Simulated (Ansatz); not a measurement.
# Sn wire along [111], 38 atoms a period, H-terminated: bands by functional and under strain, part 2 of 3

Wanted: the relaxed geometry and the bands of the Sn wire along [111], 38 atoms a period, H-terminated.

Ansatz 0.2.0; DFT PBE, plane waves, PAW; relaxation of a wire's period; PAW set soft_1 (the session's first sound run).

So far. Step 2 (Relaxation of atoms and period): The cell's length comes to 11.531 Å with spin left out.

## Step 3: The perfect wire

This step: DFT PBE, plane waves, PAW; bands of a perfect wire; PAW set soft_1 (Ansatz 0.2.0).

At the relaxed period the bands are computed along the axis; those that cross an energy going forward count the channels that a perfect wire would open there.

The input, input.yaml:

```yaml
crystal:
  lattice:
    - [19.062, 0.0, 0.0]
    - [0.0, 20.959, 0.0]
    - [0.0, 0.0, 11.5310475811]
  atoms:
    - { symbol: Sn, position: [0.256680768, 0.498786942, 0.001659406] }
    - { symbol: Sn, position: [0.379491462, 0.692269654, 0.001651858] }
    - { symbol: Sn, position: [0.5, 0.500001488, 0.999843737] }
    - { symbol: Sn, position: [0.620508538, 0.692269654, 0.001651858] }
    - { symbol: Sn, position: [0.256680768, 0.501213058, 0.248340594] }
    - { symbol: Sn, position: [0.379491462, 0.307730346, 0.248348142] }
    - { symbol: Sn, position: [0.377183617, 0.69105403, 0.248336032] }
    - { symbol: Sn, position: [0.5, 0.499998512, 0.250156263] }
    - { symbol: Sn, position: [0.620508538, 0.307730346, 0.248348142] }
    - { symbol: Sn, position: [0.622816383, 0.69105403, 0.248336032] }
    - { symbol: Sn, position: [0.743319232, 0.501213058, 0.248340594] }
    - { symbol: H, position: [0.181323083, 0.667324949, 0.283715369] }
    - { symbol: H, position: [0.5, 0.165320577, 0.283709196] }
    - { symbol: H, position: [0.818676917, 0.667324949, 0.283715369] }
    - { symbol: H, position: [0.181821649, 0.462049274, 0.297622195] }
    - { symbol: H, position: [0.304762866, 0.268366206, 0.297643454] }
    - { symbol: H, position: [0.37706143, 0.769593131, 0.297647988] }
    - { symbol: H, position: [0.62293857, 0.769593131, 0.297647988] }
    - { symbol: H, position: [0.695237134, 0.268366206, 0.297643454] }
    - { symbol: H, position: [0.818178351, 0.462049274, 0.297622195] }
    - { symbol: Sn, position: [0.255946971, 0.628155871, 0.334406886] }
    - { symbol: Sn, position: [0.377368128, 0.435599802, 0.333632703] }
    - { symbol: Sn, position: [0.5, 0.628789849, 0.333627413] }
    - { symbol: Sn, position: [0.5, 0.243677657, 0.334412152] }
    - { symbol: Sn, position: [0.622631872, 0.435599802, 0.333632703] }
    - { symbol: Sn, position: [0.744053029, 0.628155871, 0.334406886] }
    - { symbol: Sn, position: [0.256158648, 0.628044506, 0.580584692] }
    - { symbol: Sn, position: [0.377580298, 0.435716949, 0.582967183] }
    - { symbol: Sn, position: [0.5, 0.628565841, 0.58296375] }
    - { symbol: Sn, position: [0.5, 0.243913078, 0.580593539] }
    - { symbol: Sn, position: [0.622419702, 0.435716949, 0.582967183] }
    - { symbol: Sn, position: [0.743841352, 0.628044506, 0.580584692] }
    - { symbol: H, position: [0.180815345, 0.409067324, 0.618977449] }
    - { symbol: H, position: [0.253833689, 0.294057222, 0.618962406] }
    - { symbol: H, position: [0.426990202, 0.796867073, 0.618938116] }
    - { symbol: H, position: [0.573009798, 0.796867073, 0.618938116] }
    - { symbol: H, position: [0.746166311, 0.294057222, 0.618962406] }
    - { symbol: H, position: [0.819184655, 0.409067324, 0.618977449] }
    - { symbol: H, position: [0.180815345, 0.590932676, 0.631022551] }
    - { symbol: H, position: [0.253833689, 0.705942778, 0.631037594] }
    - { symbol: H, position: [0.426990202, 0.203132927, 0.631061884] }
    - { symbol: H, position: [0.573009798, 0.203132927, 0.631061884] }
    - { symbol: H, position: [0.746166311, 0.705942778, 0.631037594] }
    - { symbol: H, position: [0.819184655, 0.590932676, 0.631022551] }
    - { symbol: Sn, position: [0.256158648, 0.371955494, 0.669415308] }
    - { symbol: Sn, position: [0.377580298, 0.564283051, 0.667032817] }
    - { symbol: Sn, position: [0.5, 0.371434159, 0.66703625] }
    - { symbol: Sn, position: [0.5, 0.756086922, 0.669406461] }
    - { symbol: Sn, position: [0.622419702, 0.564283051, 0.667032817] }
    - { symbol: Sn, position: [0.743841352, 0.371955494, 0.669415308] }
    - { symbol: Sn, position: [0.255946971, 0.371844129, 0.915593114] }
    - { symbol: Sn, position: [0.377368128, 0.564400198, 0.916367297] }
    - { symbol: Sn, position: [0.5, 0.371210151, 0.916372587] }
    - { symbol: Sn, position: [0.5, 0.756322343, 0.915587848] }
    - { symbol: Sn, position: [0.622631872, 0.564400198, 0.916367297] }
    - { symbol: Sn, position: [0.744053029, 0.371844129, 0.915593114] }
    - { symbol: H, position: [0.181821649, 0.537950726, 0.952377805] }
    - { symbol: H, position: [0.304762866, 0.731633794, 0.952356546] }
    - { symbol: H, position: [0.37706143, 0.230406869, 0.952352012] }
    - { symbol: H, position: [0.62293857, 0.230406869, 0.952352012] }
    - { symbol: H, position: [0.695237134, 0.731633794, 0.952356546] }
    - { symbol: H, position: [0.818178351, 0.537950726, 0.952377805] }
    - { symbol: H, position: [0.181323083, 0.332675051, 0.966284631] }
    - { symbol: H, position: [0.5, 0.834679423, 0.966290804] }
    - { symbol: H, position: [0.818676917, 0.332675051, 0.966284631] }
    - { symbol: Sn, position: [0.377183617, 0.30894597, 0.001663968] }
    - { symbol: Sn, position: [0.622816383, 0.30894597, 0.001663968] }
    - { symbol: Sn, position: [0.743319232, 0.498786942, 0.001659406] }
kpoints:
  mp_grid: { grid: [1, 1, 7] }
  band_path: { path: ["Γ", Z], npoints: 90 }
scf:
  occupations: { method: fermi_dirac, width: 0.05 }
hamiltonian:
  xc: pbe
  pseudopotentials: { kind: paw, azcp: { folder: soft_1 } }
output:
  dos: { e_range: [-5, 4] }
  write_potential: true
  write_density: true
  volumetric_format: npy
```

Command:

```bash
$ ansatz run input.yaml --threads 16 --pin off --max-ram 61440MiB --backend cuda --events-out ev --progress --plain --runs-dir out --max-vram 78GiB
```

Numbers of over 12 decimals in the logs are rounded to 6 here.

Log:

```text
[...]
Crystal: 68 atoms, lattice volume = 4606.889 Å³
Basis set: ecut = 420 eV, 89919 PW (Γ)
Bands: 349, of which v1, the nominal top of the filled ones, is band 281 counted from 1 (280 counted from 0)
Symmetry: 4 space group operations
[...]
k-points: 4 of 7
[...]
SCF iter   1: F=—  HF=-229394.775753 eV  |F-HF|=—  |Δ(HF+E_count)|=         —  Δρ=2.56e-2  dr2=3.16e1  ethr=3.10e-3  ⟨swp⟩=6.8  Hψ=6371  notcnv=0  defer=85
[...]
SCF iter   6: F=—  HF=-229386.016517 eV  |F-HF|=—  |Δ(HF+E_count)|=   1.00e-2  Δρ=1.55e-4  dr2=2.51e-3  ethr=1.97e-6  ⟨swp⟩=2.0  Hψ=1544  notcnv=0  defer=211
[...]
SCF iter   9: F=—  HF=-229386.017507 eV  |F-HF|=—  |Δ(HF+E_count)|=   9.02e-4  Δρ=7.76e-6  dr2=5.80e-6  ethr=4.67e-9  ⟨swp⟩=3.0  Hψ=2848  notcnv=0  defer=211
[...]
SCF iter  11: F=-229386.017512 eV  HF=-229386.017512 eV  |F-HF|=6.34e-9  |Δ(HF+E_count)|=   1.02e-6  Δρ=7.79e-7  dr2=6.07e-8  ethr=1.78e-11  ⟨swp⟩=16.2  Hψ=7529  notcnv=0
SCF 1 converged in 11 iterations: F = -229386.017512 eV  dr2 = 6.07e-8
[...]
NSCF: frozen V_eff on 91 k-points
[...]
SCF converged after 11 iterations
[...]
```

It took 49 s on 1 × NVIDIA GB200 with 16 threads of Arm Neoverse V2, shared host; peak memory 3.7 GiB.

The column dr2 measures how far the density is from self-consistency, as an energy; F and HF (Harris–Foulkes) agree once it is small.

Numbers from this step:

| Quantity | Value |
| --- | --- |
| band gap on the path through both edges | 1.131 eV |

Electronic bands along the path, in eV, zero at the Fermi level; v1 is the highest filled band, c1 the lowest empty one:

```
point     v4     v3     v2     v1    c1    c2    c3    c4
    Γ  -1.18  -1.12  -1.12  -0.56  0.57  1.22  1.22  1.39
    Z  -1.24  -1.24  -1.14  -1.14  0.81  0.91  0.91  1.26
```

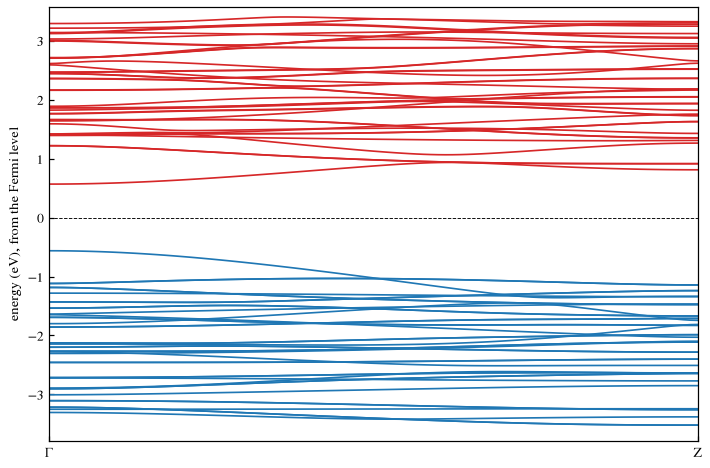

Electronic bands along the path; lines of filled and empty bands in two colours.

The gap is 1.13 eV, with spin left out.

The path shows a direct gap of 1.13 eV (valence top at Γ, conduction bottom at Γ).

## Step 4: Another level of theory, cutoff 500 eV, k-mesh 1×1×6

This step: DFT r2SCAN, plane waves, PAW; bands of a perfect wire at the PBE geometry; PAW set soft_1 (Ansatz 0.2.0).

The atoms stay at the PBE geometry and the functional changes. r2SCAN also reads the kinetic-energy density; it often gives larger moments and wider gaps than PBE, at a higher cost. Against the first PBE run of this kind, the cutoff is 500 eV against 420 and the mesh along the wire has 6 points against 7.

input.yaml: that of step 3 with these lines changed.

```diff
@@ -75,3 +75,3 @@
 kpoints:
-  mp_grid: { grid: [1, 1, 7] }
+  mp_grid: { grid: [1, 1, 6] }
   band_path: { path: ["Γ", Z], npoints: 90 }
@@ -80,8 +80,3 @@
 hamiltonian:
-  xc: pbe
+  xc: r2scan
   pseudopotentials: { kind: paw, azcp: { folder: soft_1 } }
-output:
-  dos: { e_range: [-5, 4] }
-  write_potential: true
-  write_density: true
-  volumetric_format: npy
```

Log:

```text
[...]
Crystal: 68 atoms, lattice volume = 4606.889 Å³
Basis set: ecut = 500 eV, 116899 PW (Γ), exchange–correlation on 576×640×360 points (64 copies of the dense FFT grid, shifted against one another)
Bands: 349, of which v1, the nominal top of the filled ones, is band 281 counted from 1 (280 counted from 0)
Symmetry: 4 space group operations
[...]
k-points: 4 of 6
[...]
SCF iter   1: F=—  HF=-229940.103828 eV  |F-HF|=—  |Δ(HF+E_count)|=         —  Δρ=2.45e-2  dr2=2.83e1  dr2_τ=2.29e-1  ethr=3.10e-3  ⟨swp⟩=7.0  Hψ=5667  notcnv=0  defer=76
[...]
SCF iter   6: F=—  HF=-229935.375811 eV  |F-HF|=—  |Δ(HF+E_count)|=   1.77e-2  Δρ=1.60e-4  dr2=1.58e-3  dr2_τ=3.30e-5  ethr=1.53e-6  ⟨swp⟩=3.0  Hψ=2506  notcnv=0  defer=221
[...]
SCF iter   9: F=—  HF=-229935.380170 eV  |F-HF|=—  |Δ(HF+E_count)|=   2.40e-3  Δρ=8.05e-6  dr2=6.36e-6  dr2_τ=1.59e-7  ethr=5.01e-9  ⟨swp⟩=2.5  Hψ=2413  notcnv=0  defer=221
[...]
SCF iter  11: F=-229935.380178 eV  HF=-229935.380178 eV  |F-HF|=8.28e-8  |Δ(HF+E_count)|=   1.47e-6  Δρ=7.68e-7  dr2=6.08e-8  dr2_τ=1.23e-9  ethr=1.78e-11  ⟨swp⟩=18.2  Hψ=7433  notcnv=0
SCF 1 converged in 11 iterations: F = -229935.380178 eV  dr2 = 6.08e-8
[...]
the band table was solved once the SCF had ended and its energy, with any forces and stress, was formed, with the checks that follow a solve (5658 applications of the Hamiltonian). They found nothing against the state; the energy, forces and stress were not computed again (output.eigenvalues in the input reference)
[...]
SCF converged after 11 iterations
[...]
```

The job ended after 44 s (1 × NVIDIA GB200 with 16 threads; peak memory 7.3 GiB).

This step gave:

```
band gap on the path through both edges : 1.429 eV
```

The electronic bands at the labelled points (eV, zero at the Fermi level; v1 is the highest filled band, c1 the lowest empty one):

```
point     v4     v3     v2     v1    c1    c2    c3    c4
    Γ  -1.36  -1.29  -1.29  -0.71  0.72  1.34  1.34  1.47
    Z  -1.43  -1.43  -1.33  -1.33  0.92  1.01  1.01  1.38
```

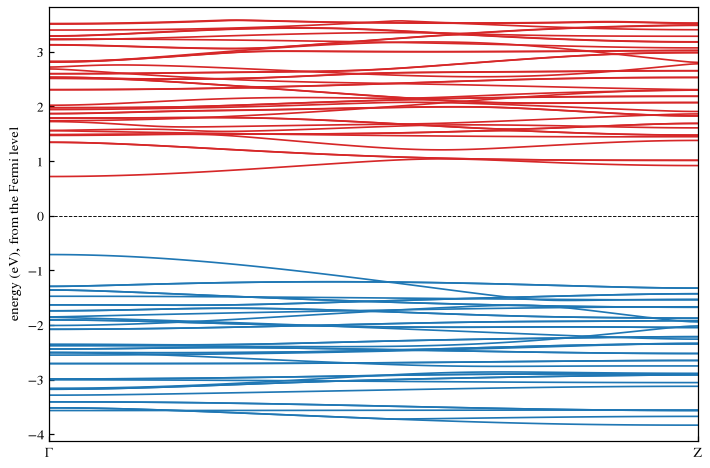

Electronic bands along the path; lines of filled and empty bands in two colours.

The gap is 1.43 eV, against 1.13 eV under PBE at the relaxed period.

[end of part 2 of 3]

[Logs are printed without paths, hosts, clocks, repeated set-up lines and the standing remarks that a program may print on its own settings, such as how far it seeks lower states.]

[Hosts, paths, dates, database ids (printed as entryN), source tags and the programs' standing remarks are cut or masked in the printed files.]
